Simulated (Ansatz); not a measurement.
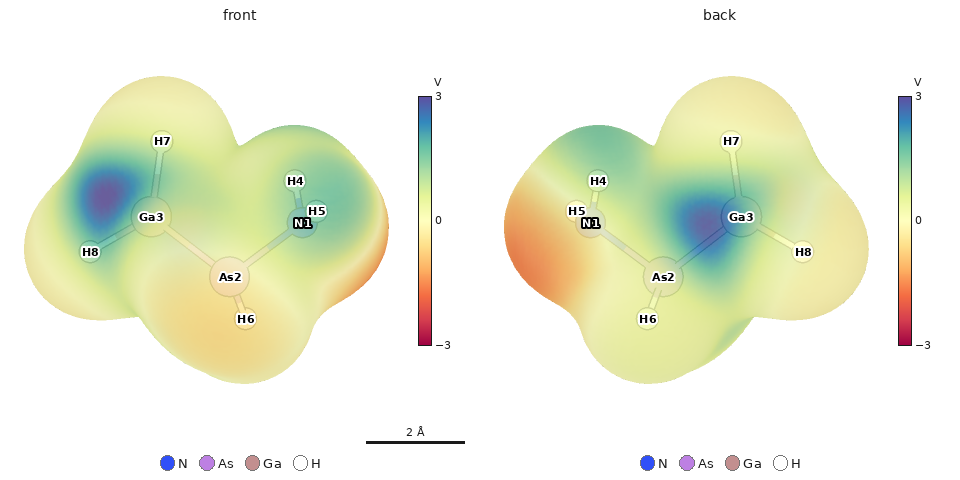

Figure 1: AsGaH$_{5}$N (SMILES N[AsH][GaH2]). The electrostatic potential painted on the density surface at 0.002 e/bohr³, seen from the front and from behind; the colour scale runs from red (negative) to blue (positive).

Geometry: PBE0-D4/def2-TZVP.

These are results of RKS PBE0-D4/def2-TZVPP (Ansatz 0.2.0), not measurements.

Input

```
crystal:
  periodic: [false, false, false]
  atoms:
    - {symbol: N, position_ang: [-0.403315, 1.508045, -0.762341]}
    - {symbol: As, position_ang: [-1.237525, 0.095686, 0.135621]}
    - {symbol: Ga, position_ang: [0.608429, -1.420875, 0.495852]}
    - {symbol: H, position_ang: [0.579343, 1.357923, -0.947372]}
    - {symbol: H, position_ang: [-0.870204, 1.657014, -1.646894]}
    - {symbol: H, position_ang: [-1.070201, 0.637589, 1.556719]}
    - {symbol: H, position_ang: [1.881879, -1.294909, -0.424528]}
    - {symbol: H, position_ang: [0.511594, -2.540473, 1.592954]}
basis:
  gaussian: {orbitals: def2-TZVPP}
hamiltonian: {xc: pbe0, dispersion: d4}
output: {orbitals: {seedname: orbitals}}
```

Run with:

```sh
ansatz run in.yaml --threads 4 --pin off --events-out ev --progress --plain --max-ram 10444MiB
```

### Where is the surface potential most negative and most positive?

The most negative region (about −1.6 V) lies over N1, the most positive (about +2.9 V) over Ga3. N1 is the likeliest acceptor of a hydrogen bond.
